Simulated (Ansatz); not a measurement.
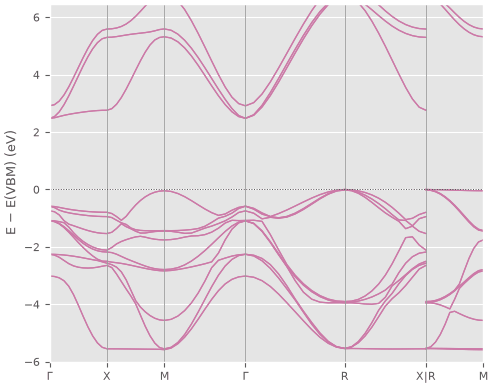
Band structure from the program Ansatz at the r²SCAN with spin–orbit coupling level (PAW)

Q: Read off the gap and where the band edges lie.

A: About 2.5 eV (2.48 eV by a search for the band edges); maximum at R, minimum at Γ.

The material is KTaO₃ (cubic perovskite, Pm-3m).

The cell was relaxed with r²SCAN under the symmetry of its start; phonons on a q-mesh show weakly imaginary modes. No spin polarisation was allowed.

Potentials: the later of the program's two PAW sets.
